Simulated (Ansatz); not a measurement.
# F_i (7-fold void) in KYBeF6 (P2_1/m): charge-transition levels and formation energies

Aim: at which Fermi levels does F_i (7-fold void) in KYBeF6 (P2_1/m) change its charge? The model is a cell of 72 host atoms with 1 F put in.

Method: place-levels on PBEsol runs: charge-transition levels and formation energies with image-charge correction and potential alignment at the atomic sites, in Ansatz 0.2.0.

### Step 1. The structure

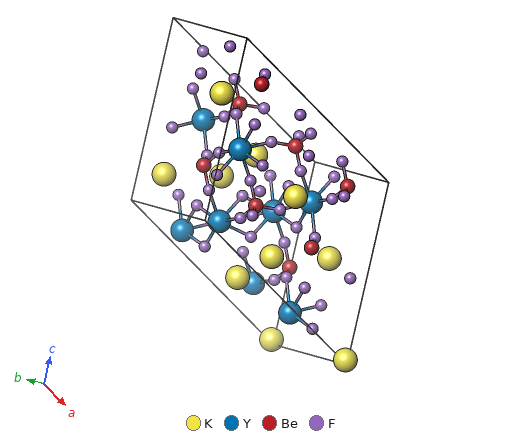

The starting structure, seen slightly off an axis (potassium yellow, yttrium blue, beryllium red, fluorine purple). Bonds to atoms that aren't drawn are left out. Some periodic images of atoms are drawn too.

The cell holds 73 atoms: 8 K, 8 Y, 8 Be and 49 F. Its edges and angles: a = 12.537 Å, b = 9.391 Å, c = 12.537 Å, α = 111.1°, β = 125.0°, γ = 102.1°. It derives from KYBeF6 (space group P2_1/m). Nearest the centre at fractional (0.741, 0.634, 0.643): F73 at 0.00 Å, F47 at 2.10 Å, F64 at 2.11 Å, F52 at 2.11 Å, Be23 at 2.11 Å, F35 at 2.19 Å, F31 at 2.19 Å, K8 at 2.36 Å.

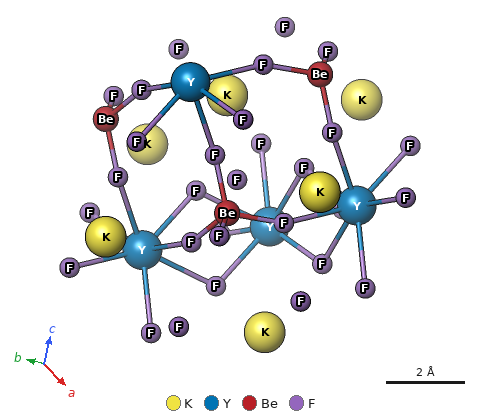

The atoms within 5 Å of the centre.

Screening for the image-charge correction: ε∞ = (2.20, 2.26, 2.20), ε0 = principal values (7.48, 8.83, 8.86), from a response run on this crystal (DFPT, PBEsol) at that run's own cell.

The cell's shortest repeat is 9.4 Å.

### Step 2. What was run first

Levels follow from differences of total energies between charge states, each relaxed by itself.

Each atom starts 0.05 Å or so off its site in a random direction: a symmetric start keeps its symmetry, and would miss off-centre moves and Jahn–Teller distortions. Forces are taken at one point at (¼, ¼, ¼). The cell holds 1 electron more than the neutral one, with a uniform background that keeps it neutral on the whole.

The sampling was tested on the host first: at the k-points planned (1x1x1 shifted 0.25 0.25 0.25) its energy lies 0.000 eV an atom from the dense-mesh value, under the bound of 0.02 eV set for this test; that bounds the host's error, not the defect's.

One state's input; the others differ in charge, spin, start and seed, and in occupations where the table says so.

The input, qm1.relax/input.yaml:

```yaml
crystal:
  lattice:
    - [-9.05924232, 5.78791686, 6.45045802]
    - [3.61592523, -5.78791686, 6.45034546]
    - [9.05924232, 5.78791686, -6.45045802]
  atoms:
    - { symbol: K, position: [0.22722502, 0.13648178, 0.15925677] }
    - { symbol: K, position: [0.22722502, 0.63648178, 0.65925677] }
    - { symbol: K, position: [0.72722502, 0.13648178, 0.65925677] }
    - { symbol: K, position: [0.72722502, 0.63648178, 0.15925677] }
    - { symbol: K, position: [0.27277498, 0.36351822, 0.84074323] }
    - { symbol: K, position: [0.27277498, 0.86351822, 0.34074323] }
    - { symbol: K, position: [0.77277498, 0.36351822, 0.34074323] }
    - { symbol: K, position: [0.77277498, 0.86351822, 0.84074323] }
    - { symbol: "Y", position: [0.03524473, 0.10418632, 0.31894159] }
    - { symbol: "Y", position: [0.03524473, 0.60418632, 0.81894159] }
    - { symbol: "Y", position: [0.53524473, 0.10418632, 0.81894159] }
    - { symbol: "Y", position: [0.53524473, 0.60418632, 0.31894159] }
    - { symbol: "Y", position: [0.46475527, 0.39581368, 0.68105841] }
    - { symbol: "Y", position: [0.46475527, 0.89581368, 0.18105841] }
    - { symbol: "Y", position: [0.96475527, 0.39581368, 0.18105841] }
    - { symbol: "Y", position: [0.96475527, 0.89581368, 0.68105841] }
    - { symbol: Be, position: [0.39347576, 0.15263366, 0.0091579] }
    - { symbol: Be, position: [0.39347576, 0.65263366, 0.5091579] }
    - { symbol: Be, position: [0.89347576, 0.15263366, 0.5091579] }
    - { symbol: Be, position: [0.89347576, 0.65263366, 0.0091579] }
    - { symbol: Be, position: [0.10652424, 0.34736634, 0.9908421] }
    - { symbol: Be, position: [0.10652424, 0.84736634, 0.4908421] }
    - { symbol: Be, position: [0.60652424, 0.34736634, 0.4908421] }
    - { symbol: Be, position: [0.60652424, 0.84736634, 0.9908421] }
    - { symbol: F, position: [0.43536177, 0.0875511, 0.1178571] }
    - { symbol: F, position: [0.43536177, 0.5875511, 0.6178571] }
    - { symbol: F, position: [0.93536177, 0.0875511, 0.6178571] }
    - { symbol: F, position: [0.93536177, 0.5875511, 0.1178571] }
    - { symbol: F, position: [0.06463823, 0.4124489, 0.8821429] }
    - { symbol: F, position: [0.06463823, 0.9124489, 0.3821429] }
    - { symbol: F, position: [0.56463823, 0.4124489, 0.3821429] }
    - { symbol: F, position: [0.56463823, 0.9124489, 0.8821429] }
    - { symbol: F, position: [0.280306, 0.4124489, 0.09781068] }
    - { symbol: F, position: [0.280306, 0.9124489, 0.59781068] }
    - { symbol: F, position: [0.780306, 0.4124489, 0.59781068] }
    - { symbol: F, position: [0.780306, 0.9124489, 0.09781068] }
    - { symbol: F, position: [0.219694, 0.0875511, 0.90218932] }
    - { symbol: F, position: [0.219694, 0.5875511, 0.40218932] }
    - { symbol: F, position: [0.719694, 0.0875511, 0.40218932] }
    - { symbol: F, position: [0.719694, 0.5875511, 0.90218932] }
    - { symbol: F, position: [0.42004959, 0.07283435, 0.90278477] }
    - { symbol: F, position: [0.42004959, 0.57283435, 0.40278477] }
    - { symbol: F, position: [0.92004959, 0.07283435, 0.40278477] }
    - { symbol: F, position: [0.92004959, 0.57283435, 0.90278477] }
    - { symbol: F, position: [0.07995041, 0.42716565, 0.09721523] }
    - { symbol: F, position: [0.07995041, 0.92716565, 0.59721523] }
    - { symbol: F, position: [0.57995041, 0.42716565, 0.59721523] }
    - { symbol: F, position: [0.57995041, 0.92716565, 0.09721523] }
    - { symbol: F, position: [0.23144994, 0.32266075, 0.58934141] }
    - { symbol: F, position: [0.23144994, 0.82266075, 0.08934141] }
    - { symbol: F, position: [0.73144994, 0.32266075, 0.08934141] }
    - { symbol: F, position: [0.73144994, 0.82266075, 0.58934141] }
    - { symbol: F, position: [0.26855006, 0.17733925, 0.41065859] }
    - { symbol: F, position: [0.26855006, 0.67733925, 0.91065859] }
    - { symbol: F, position: [0.76855006, 0.17733925, 0.91065859] }
    - { symbol: F, position: [0.76855006, 0.67733925, 0.41065859] }
    - { symbol: F, position: [0.01668066, 0.17733925, 0.15878919] }
    - { symbol: F, position: [0.01668066, 0.67733925, 0.65878919] }
    - { symbol: F, position: [0.51668066, 0.17733925, 0.65878919] }
    - { symbol: F, position: [0.51668066, 0.67733925, 0.15878919] }
    - { symbol: F, position: [0.48331934, 0.32266075, 0.84121081] }
    - { symbol: F, position: [0.48331934, 0.82266075, 0.34121081] }
    - { symbol: F, position: [0.98331934, 0.32266075, 0.34121081] }
    - { symbol: F, position: [0.98331934, 0.82266075, 0.84121081] }
    - { symbol: F, position: [0.49520035, 0.3647579, 0.11955755] }
    - { symbol: F, position: [0.49520035, 0.8647579, 0.61955755] }
    - { symbol: F, position: [0.99520035, 0.3647579, 0.61955755] }
    - { symbol: F, position: [0.99520035, 0.8647579, 0.11955755] }
    - { symbol: F, position: [0.00479965, 0.1352421, 0.88044245] }
    - { symbol: F, position: [0.00479965, 0.6352421, 0.38044245] }
    - { symbol: F, position: [0.50479965, 0.1352421, 0.38044245] }
    - { symbol: F, position: [0.50479965, 0.6352421, 0.88044245] }
    - { symbol: F, position: [0.741077, 0.634433, 0.643356] }
  host:
    repeats: [1, 1, 1]
    atoms:
      - { symbol: K, position: [0.22722502, 0.13648178, 0.15925677] }
      - { symbol: K, position: [0.22722502, 0.63648178, 0.65925677] }
      # ... 70 more atoms of the perfect host
total_charge: -1
basis:
  ecutwfc: 420
  xc_grid: 2
hamiltonian:
  xc: pbesol
kpoints:
  mp_grid: { grid: [1, 1, 1], shift: [0.25, 0.25, 0.25] }
scf:
  occupations: { method: fixed }
  max_iter: 80
output:
  forces: true
  charged_corrections:
    epsilon: [2.2, 2.26, 2.2]
    static_epsilon: [[7.72, 0.0, 0.52], [0.0, 8.83, 0.0], [0.52, 0.0, 8.62]]
    defect_position: [0.741077, 0.634433, 0.643356]
relax:
  f_tol: 0.02
  max_steps: 80
  random_displacement: { amplitude: 0.05, seed: 2427 }
checkpoint:
  write: "../qm1.relax.run"
  compress: false
  write_wavefunctions: true
  write_every: 100000
```

Started as:

```sh
$ ansatz run input.yaml --threads 4 --pin off --max-ram 7536MiB --backend cpu --events-out ev --progress --plain --runs-dir out
```

The relaxed structure is kept and the sampling changed to a 2×2×2 shifted mesh.

The run of this state that the levels use, under PBEsol:

The input, qm1.point/input.yaml:

```yaml
crystal:
  checkpoint: "../qm1.relax.run"
  host: checkpoint
total_charge: -1
basis:
  ecutwfc: 420
  xc_grid: 2
hamiltonian:
  xc: pbesol
kpoints:
  mp_grid: { grid: [2, 2, 2], shift: [0.5, 0.5, 0.5] }
scf:
  occupations: { method: fermi_dirac, width: 0.01 }
  max_iter: 80
output:
  forces: true
  eigenvalues: true
  charged_corrections:
    epsilon: [2.2, 2.26, 2.2]
    static_epsilon: [[7.72, 0.0, 0.52], [0.0, 8.83, 0.0], [0.52, 0.0, 8.62]]
    defect_position: [0.741077, 0.634433, 0.643356]
  eigenstates: { localisation: true }
  populations: true
  band_densities: [{ bands: [v1, v1] }, { bands: [c1, c1] }]
  write_density: true
  write_potential: true
  volumetric_format: npy
checkpoint:
  read: "../qm1.relax.run"
  write: "../qm1.point.run"
  compress: false
  write_wavefunctions: false
  write_every: 100000
```

Relaxations under PBEsol at one point at (¼, ¼, ¼); times on 4 threads of Arm Neoverse V2, shared host:

```
charge  moment (μB)  occupations        outcome  steps  largest displacement against the far atoms (Å)     time
    −1            0        fixed      converged     12                                            1.32  2.5 min
     0            1        fixed      converged     16                                            1.25  8.1 min
    +1            0        fixed  not converged      -                                               -     68 s
    +1            0  fermi-dirac      converged     17                                            0.76  4.9 min
    +1            2        fixed  not converged      -                                               -  2.4 min
    +1            2  fermi-dirac      converged     31                                            1.31   29 min
```

Single points under PBEsol at a 2×2×2 shifted mesh; times on 4 threads of Arm Neoverse V2, shared host:

```
charge  moment (μB)  occupations    outcome     time
    −1            0  fermi-dirac  converged  1.7 min
     0            1  fermi-dirac  converged  3.6 min
    +1            0  fermi-dirac  converged    2 min
    +1            2  fermi-dirac  converged  6.3 min
```

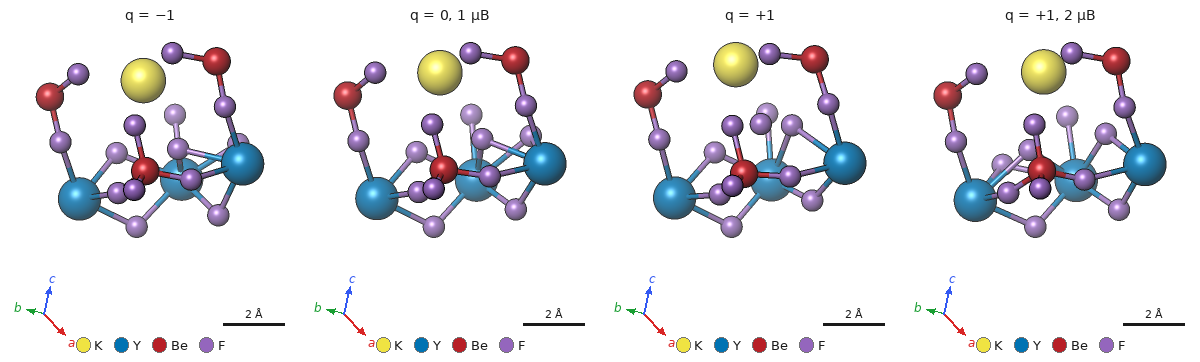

The structures near the centre after relaxation with PBEsol, by charge.

Distances (Å) from F73 to the nearest atoms after relaxation with PBEsol:

```
charge  moment (μB)      1.      2.       3.      4.      5.      6.
    −1            0  Y 2.24  Y 2.32   F 2.37  F 2.52  F 2.54  K 2.55
     0            1  F 1.93  Y 2.39   Y 2.45  F 2.54  F 2.59  K 2.60
    +1            0  F 1.65  F 1.78  Be 2.39  F 2.46  K 2.52  F 2.58
    +1            2  F 1.94  Y 2.38   Y 2.43  F 2.57  F 2.58  K 2.61
```

(Continued in part 2 of 2.)

[Logs are printed without paths, hosts, clocks, repeated set-up lines and the standing remarks that a program may print on its own settings, such as how far it seeks lower states.]

[Hosts, paths, dates, database ids (printed as entryN), source tags and the programs' standing remarks are cut or masked in the printed files.]

[Where a table of states has a column of steps, it counts the stored structures, which are thinned; the runs took as many ionic steps or more.]

[A defect's name tells the site on which it was built; relaxed atoms can leave that site.]

[For some hosts the program warned that the k-mesh of the response run may be too coarse for force constants and the static dielectric constant; such warnings are not shown here.]
